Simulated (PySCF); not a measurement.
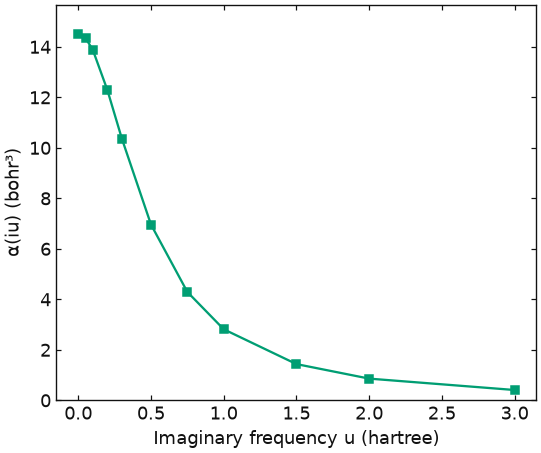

Dipole polarisability at imaginary frequency of an atom or ion with 14 electrons in the configuration [Ne] 3s² 3p². Coupled response at the B97-3 level; PySCF, aug-cc-pVDZ-DK, spin-free X2C-1e, unrestricted single determinants, no spin-orbit coupling.

Which species is it, and what does the curve give?

Answer. P⁺ (phosphorus, Z = 15). The static dipole polarisability is 14.5 bohr³; α(iu) falls to half of it near u = 0.48 hartree. The Casimir–Polder integral gives C₆ = 75.9 hartree bohr⁶ for two such species.
